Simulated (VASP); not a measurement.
Band structure of Ag$_{2}$S (space group Pc). Calculation: PBEsol GGA, VASP's PBE PAW potentials (set 64) (plane waves; VASP).

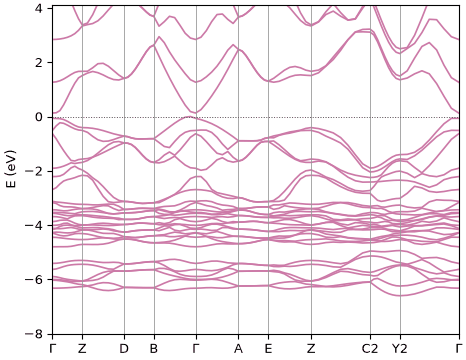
Figure. Bands along high-symmetry lines, zero at the valence-band maximum or, without a gap, the Fermi level

Task: Read the plot: is there a gap, and where are the band edges?

Result: The gap is indirect, 0.13 eV, from the valence maximum at B-Γ at 0.88 to the conduction minimum at Γ. (Edges off the drawn lines would not show.)

The structure comes from a computed database's Ag2S entry (Pc); how it stands against other phases isn't given here. It was relaxed first, which changed the volume by -5 %.
